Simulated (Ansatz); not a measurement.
# Calculations on Si2NH9

**1. Relaxation**

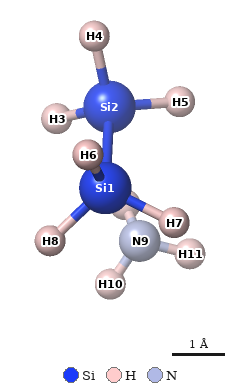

Si$_{2}$NH$_{9}$, before the relaxation. The picture is a ball-and-stick view, seen from a free direction.

The run prepares an end point of a later path (reaction) calculation, from a guessed geometry.

Theory: RKS PBE-D4/def2-SVP in Ansatz.

Input file:
```yaml
crystal:
  periodic: [false, false, false]
  atoms:
    - { symbol: Si, position_ang: [0.370768, -0.088839, 0.059928] }
    - { symbol: Si, position_ang: [0.175852, -0.119771, 2.308924] }
    - { symbol: H, position_ang: [-0.667142, -1.26835, 2.802442] }
    - { symbol: H, position_ang: [1.524076, -0.289919, 2.971727] }
    - { symbol: H, position_ang: [-0.391395, 1.16414, 2.856324] }
    - { symbol: H, position_ang: [1.824639, -0.248865, -0.331832] }
    - { symbol: H, position_ang: [-0.089837, 1.224714, -0.507089] }
    - { symbol: H, position_ang: [-0.372691, -1.228188, -0.585443] }
    - { symbol: "N", position_ang: [-2.44283, 0.219725, 1.107897] }
    - { symbol: H, position_ang: [-3.053924, -0.403677, 0.565318] }
    - { symbol: H, position_ang: [-2.87912, 1.150815, 1.101379] }
    - { symbol: H, position_ang: [-2.483797, -0.111786, 2.094526] }
basis:
  gaussian: { orbitals: def2-SVP }
hamiltonian:
  xc: pbe
  dispersion: d4
relax:
  f_tol: 0.03
  max_steps: 50
```

Command:
```bash
ansatz run input.yaml --threads 2 --pin off --max-ram 3072MiB --backend cpu --events-out ev --progress --plain --runs-dir out
```

What does the optimiser find from here?

Answer. The energy falls by 0.116 eV in 5 geometry steps. The largest force component goes from 1.1 to 0.023 eV/Å. The largest move after the best rigid fit is that of H12, 0.46 Å. By element the largest moves are H 0.46 Å, Si 0.13 Å, N 0.07 Å. Some distances before and after: Si1–Si2 2.258 → 2.348 Å, N9–H12 1.042 → 1.029 Å.

The structure at the end:

```xyz
12

Si    0.3498   -0.0869    0.0558
Si    0.2622   -0.1351    2.4017
H    -0.5376   -1.3072    2.9058
H     1.6488   -0.2763    2.9910
H    -0.3144    1.1381    2.9627
H     1.7732   -0.2135   -0.4393
H    -0.1833    1.2117   -0.4910
H    -0.4201   -1.2287   -0.5540
N    -2.4730    0.1850    1.1635
H    -2.9206   -0.3846    0.4333
H    -2.7314    1.1613    0.9680
H    -2.9390   -0.0637    2.0465
```

The end point in the same view:

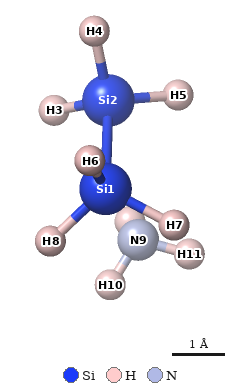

Limits of the set-up: the start holds two separate molecules, 2.3 Å apart at their closest, whose relative position is a soft coordinate.

**2. Relaxation**

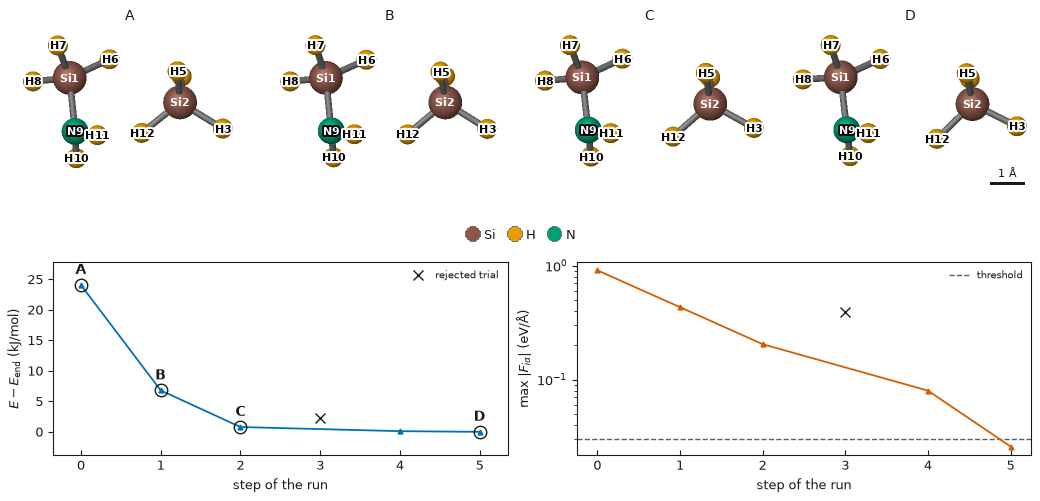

Frames of a relaxation of Si$_{2}$NH$_{9}$, marked on the history of the run. The picture is a ball-and-stick view, seen at a tilt.

The run prepares an end point of a later path (reaction) calculation, from a guessed geometry.

These are results of RKS PBE-D4/def2-SVP (Ansatz 0.2.0), not measurements. (no spin polarisation; force threshold 0.03 eV/Å; at most 50 steps)

What happens along the run?

Answer. The largest move after the best rigid fit is that of an H atom, 0.50 Å. By element the largest moves are H 0.50 Å, Si 0.38 Å, N 0.26 Å. Some distances before and after: Si–Si 3.435 → 4.084 Å, N–Si 1.787 → 1.748 Å, H–Si 1.478 → 1.502 Å, H–Si 1.507 → 1.501 Å. Bond angles that change, for instance: H–Si–H 113.3° → 110.0°. After 4 accepted moves (5 points after the start) the energy has fallen by 24.1 kJ/mol. Largest force component: 0.91 eV/Å at the start, 0.026 eV/Å at the end. The line search rejected the trial step at point 3 of the run. From step 0 to 1: an H atom moves most (0.19 Å), energy −17.3 kJ/mol. From step 1 to 2: an H atom moves most (0.20 Å), energy −6.00 kJ/mol. From step 2 to 5: an H atom moves most (0.14 Å), energy −0.79 kJ/mol.

**3. Path**

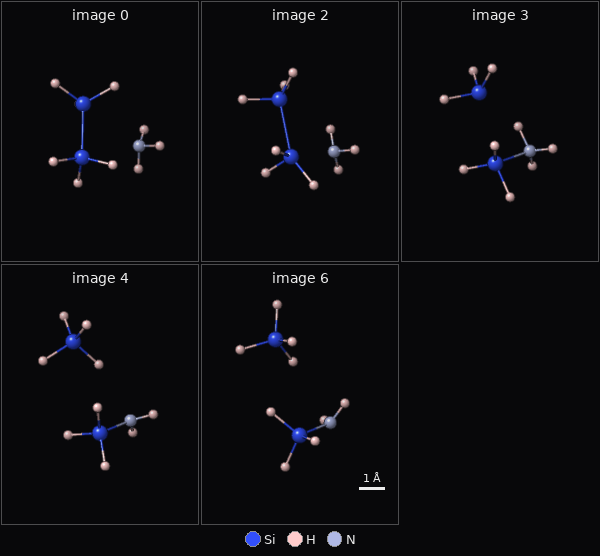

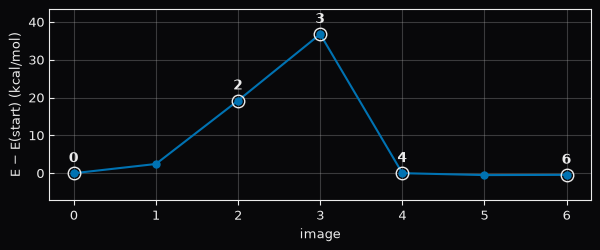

A search for the minimum-energy path of Si2NH9, made up at the start of Si2H6 and NH₃ by the nudged elastic band. Images are numbered from 0 (start) to 6 (end). The picture is a ball-and-stick view, seen at a tilt.

These are results of RKS PBE-D4/def2-SVP (Ansatz), not measurements. Run with 5 movable images; climbing image; force threshold 0.03 eV/Å; iteration limit 60; starting path through a guess of the saddle point.

> Read off the barrier and say what moves.

The energy climbs by 36.8 kcal/mol to image 3 and then falls by 37.2 kcal/mol, so the end point sits at −0.4 kcal/mol. Breaking: H–N (1.03 → 2.97 Å), Si–Si (2.35 → 4.08 Å). Forming: N–Si (3.04 → 1.75 Å), H–Si (3.22 → 1.50 Å). The band converged in 32 iterations, with a climbing image at the top.

Limits of the set-up: the start holds two separate molecules, 2.8 Å apart at their closest, whose relative position is a soft coordinate.

The run took 3.3 min on 2 threads of Arm Neoverse V2, with other jobs on the host, peak memory 0.13 GiB.
